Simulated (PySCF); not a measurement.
# CoNH: structure of the doublet

The task is one start of a wider search on CoNH: the doublet, from a linear start. It is relaxed, tested by its Hessian and followed downhill if it is a saddle.

Program: PySCF 2.14.0. Level of theory: PBE0, basis Co def2-TZVP, N def2-TZVP, H def2-TZVP, no relativity, density fitting. These are calculated values, not measurements.

## Step 1: The starting structure

3 atoms, charge 0, spin multiplicity 2.

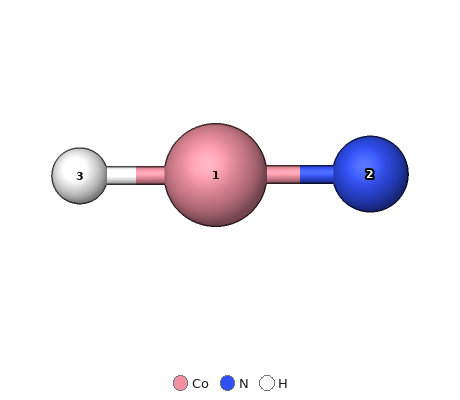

Start geometry, drawn with cobalt pink, nitrogen blue, hydrogen white; atoms are numbered from 1 in the order of the file.

Coordinates in bohr (charge 0 multiplicity 2):
```
Co    0.0000    0.0000    0.0000
N     0.0000    0.0000   -3.0803
H     0.0000    0.0000    2.7023
```

## Step 2: Finding the electronic state

One driver script runs all steps and calls PySCF; scf.py shows how it sets up the SCF of each step. The optimiser is the driver's own. After this first run the driver tries any further starts and a stability analysis.

Input file scf.py:

```python
from pyscf import gto, scf, dft
mol = gto.M(atom='''
Co     0.000000     0.000000     0.000000
N      0.000000     0.000000    -1.630000
H      0.000000     0.000000     1.430000''',
    basis={'Co': 'def2-TZVP', 'N': 'def2-TZVP', 'H': 'def2-TZVP'},
    charge=0, spin=1)
mf = dft.UKS(mol, xc='PBE0')
mf.grids.atom_grid = (50, 194)
aux = {'Co': 'def2-universal-JKFIT', 'N': 'def2-universal-JKFIT', 'H': 'def2-universal-JKFIT'}
mf = mf.density_fit(auxbasis=aux)
mf.conv_tol = 1e-08
mf.diis_space = 10
mf.max_cycle = 60
mf.init_guess = 'minao'
mf.verbose = 4
mf.kernel()
```

Started as:

```console
OMP_NUM_THREADS=2 python axn.py task.json out
```

The program printed, cut to the lines that bear on the results:

```text
[... the frontier levels of the middle cycles are left out ...]
init E= -1436.78006773822
[... the frontier-level lines of each cycle are left out ...]
cycle= 1 E= -1421.36668001659  delta_E= 15.4  |g|= 5.55  |ddm|= 11.7
cycle= 2 E= -1401.34432123216  delta_E=   20  |g|=   11  |ddm|= 14.7
cycle= 3 E= -1424.22802510418  delta_E= -22.9  |g|= 7.24  |ddm|= 7.45
cycle= 4 E= -1427.96272184858  delta_E= -3.73  |g|= 6.36  |ddm|= 3.62
cycle= 5 E= -1429.06369509543  delta_E= -1.1  |g|= 5.83  |ddm|= 0.584
cycle= 6 E= -1435.36533499866  delta_E= -6.3  |g|= 2.47  |ddm|= 4.72
cycle= 7 E= -1433.4545669039  delta_E= 1.91  |g|= 3.18  |ddm|= 1.79
cycle= 8 E= -1435.11435263911  delta_E= -1.66  |g|= 2.79  |ddm|= 0.623
cycle= 9 E= -1434.70817000826  delta_E= 0.406  |g|= 2.99  |ddm|= 0.121
cycle= 10 E= -1436.60154195469  delta_E= -1.89  |g|=    2  |ddm|= 0.563
cycle= 11 E= -1436.43198645884  delta_E= 0.17  |g|= 2.17  |ddm|= 0.18
cycle= 12 E= -1437.13369057121  delta_E= -0.702  |g|= 1.49  |ddm|= 0.966
cycle= 13 E= -1437.58270651761  delta_E= -0.449  |g|= 0.324  |ddm|=  0.5
cycle= 14 E= -1437.60624382079  delta_E= -0.0235  |g|= 0.128  |ddm|= 0.15
[... 29 cycles left out ...]
cycle= 44 E= -1437.61179416294  delta_E= -1.17e-06  |g|= 0.00162  |ddm|= 0.00578
cycle= 45 E= -1437.61178983363  delta_E= 4.33e-06  |g|= 0.000619  |ddm|= 0.00584
cycle= 46 E= -1437.61178418154  delta_E= 5.65e-06  |g|= 0.000746  |ddm|= 0.0126
cycle= 47 E= -1437.61178447314  delta_E= -2.92e-07  |g|= 0.000207  |ddm|= 0.00587
cycle= 48 E= -1437.61178453149  delta_E= -5.84e-08  |g|= 0.000205  |ddm|= 0.000323
cycle= 49 E= -1437.61178439678  delta_E= 1.35e-07  |g|= 0.000206  |ddm|= 0.000533
cycle= 50 E= -1437.61178435432  delta_E= 4.25e-08  |g|= 0.000245  |ddm|= 0.00246
cycle= 51 E= -1437.61178450806  delta_E= -1.54e-07  |g|= 0.000136  |ddm|= 0.00108
cycle= 52 E= -1437.61178445094  delta_E= 5.71e-08  |g|= 0.000133  |ddm|= 0.000431
cycle= 53 E= -1437.6117842349  delta_E= 2.16e-07  |g|= 9.44e-05  |ddm|= 0.00172
cycle= 54 E= -1437.61178424762  delta_E= -1.27e-08  |g|= 0.000113  |ddm|= 0.000784
cycle= 55 E= -1437.61178420246  delta_E= 4.52e-08  |g|= 0.000109  |ddm|= 0.000519
cycle= 56 E= -1437.61178410444  delta_E= 9.8e-08  |g|= 5.08e-05  |ddm|= 0.00148
cycle= 57 E= -1437.61178411221  delta_E= -7.77e-09  |g|= 5.06e-05  |ddm|= 0.000683
Extra cycle  E= -1437.61178409303  delta_E= 1.92e-08  |g|= 0.000335  |ddm|= 0.000156
converged SCF energy = -1437.61178409303  <S^2> = 0.77902674  2S+1 = 2.0288191
```

This step, with its further starts and checks, ran for 21 s (2 threads of Arm Neoverse V1, shared host).

Energies from each starting density:

| start | energy (Eh) |
| --- | --- |
| the minimal-basis guess | -1437.611784 |
| a thermally smeared density | -1437.614585 |
| a smeared PBE density | -1437.658588 |

The first run landed in a state that is too high. Following the other starts and the instabilities gains 154.6 kJ/mol (-1437.67065 Eh), and the work goes on from there.

## Step 3: Relaxation: linear start, doublet

The program finds C∞v symmetry in the start, which this walk keeps. The walk stops when the largest gradient is under 0.0003 Eh/bohr and the energy has settled too.

scf.py, as its differences from that of step 2:

```diff
@@ -3,3 +3,3 @@
-Co     0.000000     0.000000     0.000000
-N      0.000000     0.000000    -1.630000
-H      0.000000     0.000000     1.430000''',
+Co     0.000000     0.000000     0.289189
+N      0.000000     0.000000    -1.340811
+H      0.000000     0.000000     1.719189''',
@@ -15 +14,0 @@
-mf.init_guess = 'minao'
```

Energy and gradient, step by step:

| step | energy (Eh) | change (kJ/mol) | largest symmetric gradient (Eh/bohr) |
| --- | --- | --- | --- |
| 0 | -1437.670650 | 0.00 | 0.07645 |
| 1 | -1437.687431 | -44.06 | 0.03530 |
| 2 | -1437.692703 | -57.90 | 0.00976 |
| 3 | -1437.693222 | -59.26 | 0.00168 |
| 4 | -1437.693240 | -59.31 | 0.00014 |
| 5 | -1437.693240 | -59.31 | 0.00006 |

The walk took 9.1 s.

Geometry (Å) and forces (eV/Å) at some steps:

```
step 0
Co   0.000   0.000   0.289   0.000   0.000   0.542
N    0.000   0.000  -1.341   0.000   0.000  -3.931
H    0.000   0.000   1.719   0.000   0.000   3.389
step 1
Co   0.000   0.000   0.293   0.000   0.000   0.333
N    0.000   0.000  -1.430   0.000   0.000  -1.815
H    0.000   0.000   1.804   0.000   0.000   1.482
step 3
Co   0.000   0.000   0.300   0.000   0.000   0.010
N    0.000   0.000  -1.529   0.000   0.000  -0.086
H    0.000   0.000   1.897   0.000   0.000   0.076
step 5
Co   0.000   0.000   0.300   0.000   0.000  -0.003
N    0.000   0.000  -1.535   0.000   0.000   0.001
H    0.000   0.000   1.902   0.000   0.000   0.002
```

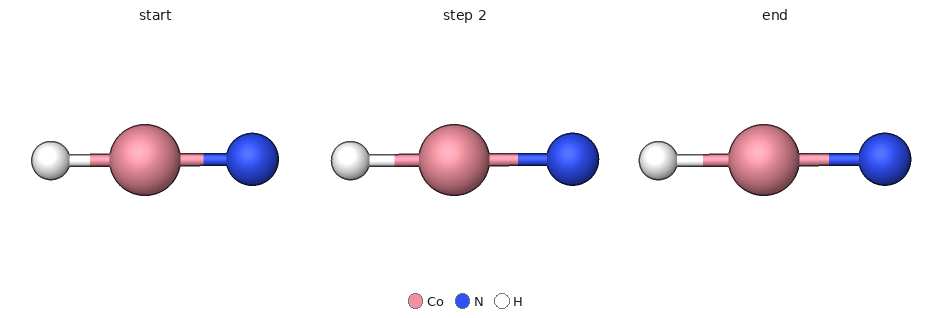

Start and end of the relaxation, with a step between.

It settles in C∞v symmetry, 59.3 kJ/mol below the start, after 5 steps: Co–H 1.602 Å, Co–N 1.836 Å; H–Co–N 180.0°.

## Step 4: Is it a minimum? Harmonic modes

On the finer grid the gradient is checked again; gradients at displacements of ±0.02 bohr then give force constants and infrared intensities.

scf.py, as its differences from that of step 3:

```diff
@@ -3,3 +3,3 @@
-Co     0.000000     0.000000     0.289189
-N      0.000000     0.000000    -1.340811
-H      0.000000     0.000000     1.719189''',
+Co    -0.000000    -0.000000     0.325776
+N      0.000000     0.000000    -1.509813
+H     -0.000000     0.000000     1.927931''',
@@ -9 +9 @@
-mf.grids.atom_grid = (50, 194)
+mf.grids.atom_grid = (75, 302)
@@ -12 +12 @@
-mf.conv_tol = 1e-08
+mf.conv_tol = 1e-10
```

The driver hands on the density of the step before, so the log starts near convergence.

Log of the central SCF (cycles and frontier levels):

```text
init E= -1437.69313879139
[... the frontier-level lines of each cycle are left out ...]
cycle= 1 E= -1437.6931387914  delta_E= -4.09e-12  |g|= 4.32e-06  |ddm|= 5.35e-06
Extra cycle  E= -1437.69313879137  delta_E= 2.34e-11  |g|= 1.2e-05  |ddm|= 8.26e-06
converged SCF energy = -1437.69313879137  <S^2> = 2.570139  2S+1 = 3.3586539
```

The whole step took 36 s.

Geometry: C∞v; Co–H 1.602 Å, Co–N 1.836 Å; H–Co–N 180.0°.

Modes, for the most abundant isotopes:

```
ω (cm⁻¹)  IR (km/mol)     type
     269          188     bend
     269          188     bend
     537         82.7  stretch
    1792          357  stretch
```

No imaginary mode, so this is a minimum.

Here the density breaks the symmetry of the frame, and no labels are given; pairs that should be degenerate can split.

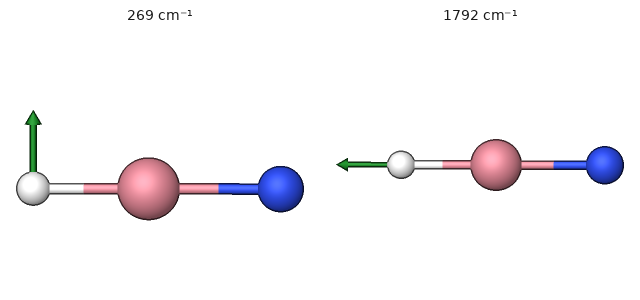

How the atoms move in 2 of the modes.

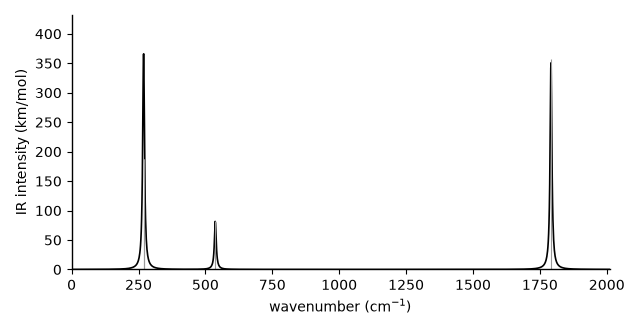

The harmonic infrared spectrum (widths in cm⁻¹). Lines are broadened to a width of 8 cm⁻¹ (Lorentzian).

Properties at this point:

```
Dipole moment                                                   : 0.60 D
Highest occupied level                                          : -7.10 eV
Lowest empty level                                              : -3.78 eV
Rotational constants                                            : 0.4021 cm⁻¹
Zero-point energy                                               : 17.1 kJ/mol
Principal polarisabilities                                      : 24.3, 24.3, 48.9 bohr³
Atomisation energy without zero-point energy                    : 423 kJ/mol
Principal traceless quadrupole moments about the centre of mass : -11.84, 5.92, 5.92 D Å
Entropy at 298.15 K and 1 bar (electronic part: spin only)      : 244.3 J/(mol K)
Heat capacity Cp at 298.15 K                                    : 48.6 J/(mol K)
Enthalpy at 298.15 K above 0 K                                  : 11.62 kJ/mol
Rotational symmetry number                                      : 1
Spin squared ⟨S²⟩                                               : 2.570
```

Charges (e) and bond orders:

```
atom  Mulliken  Löwdin  polar tensor  spin (Mulliken)  Mayer order to Co1
 Co1      0.42    0.42          1.07             2.88                   –
  N2     -0.28   -0.21         -0.59            -1.84                1.11
  H3     -0.14   -0.21         -0.47            -0.05                0.92
```

Mulliken populations on Co1: s 6.86, p 12.39, d 7.33, f 0.00.

## Step 5: Summary of results

| quantity | value |
| --- | --- |
| minimum | broken-symmetry (Ms = 1/2), C∞v |
| geometry | Co–H 1.602 Å, Co–N 1.836 Å; H–Co–N 180.0° |
| wavenumbers (cm⁻¹) | 269, 269, 537, 1792 |
| dipole moment | 0.60 D |
| highest occupied, lowest empty level (either spin) | -7.10, -3.78 eV |
| polar-tensor charge of Co1 | +1.07 e |
| zero-point energy | 17.1 kJ/mol |
| entropy at 298.15 K | 244.3 J/(mol K) |
| atomisation energy (no zero-point energy) | 423 kJ/mol |
| ⟨S²⟩ | 2.570 |

What this shows: The molecule stays C∞v, as typed, and the end point is a minimum. The determinant is spin-contaminated (⟨S²⟩ = 2.57 against 0.75), so it is no pure spin state. The strongest infrared band lies at 269 cm⁻¹ (bend). The first SCF alone would have been 155 kJ/mol too high. Only this shape and spin were tried, so other structures or states may lie lower. The SCF density has lower symmetry than the nuclear frame. One determinant may miss the lowest occupation of an open d or f shell.

The search up to here took 67 s.
